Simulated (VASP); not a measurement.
Band structure of La (dhcp). Level of theory: PBE GGA with spin-orbit coupling, VASP's PBE PAW potentials (set 64) (plane waves; VASP).

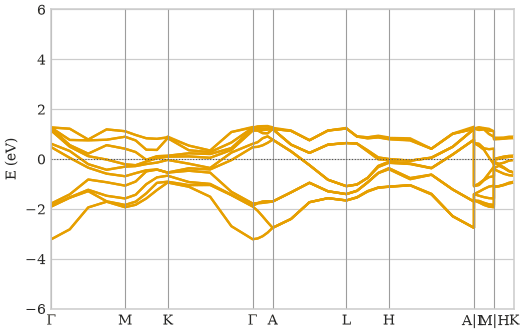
Figure. Bands along high-symmetry lines, zero at the valence-band maximum or, without a gap, the Fermi level

Question: Read the plot: is there a gap, and where are the band edges?

Answer: It has no gap at this level: it comes out as a metal or semimetal.

The compound is La in the dhcp structure. It was relaxed first.
